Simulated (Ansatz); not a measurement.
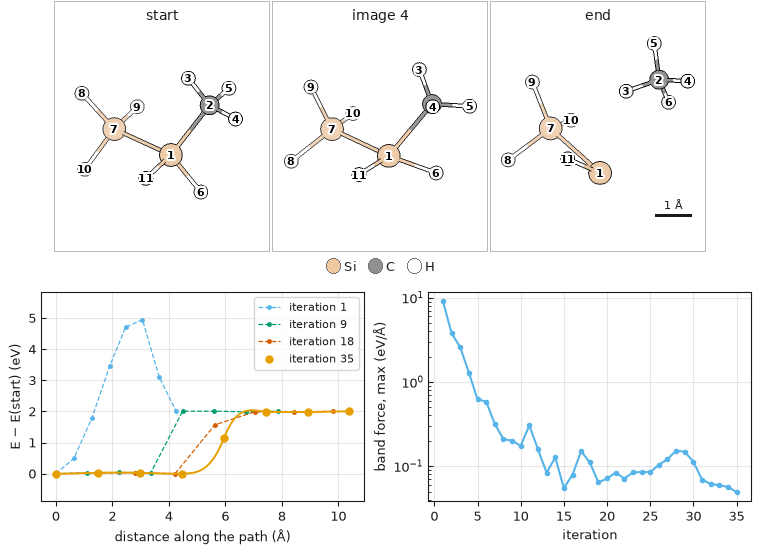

A search for the minimum-energy path of CH8Si2 by the nudged elastic band. Images are numbered from 0 (start) to 7 (end). The plot follows the band through its iterations. A ball-and-stick model, seen from a free direction.

Method: RKS revPBE/6-31G* (Ansatz). Set-up: 6 movable images; no climbing image; force threshold 0.05 eV/Å; iteration limit 60; starting path through a guess of the saddle point.

> Judge this run.

The run is converged, with reservations. The band converged in 35 iterations. The largest component of the band force went from 9 to 0.049 eV/Å. The first iteration put the highest image at 4.95 eV. No barrier shows: the energy is highest at the end, and the end lies 2.01 eV above the start.
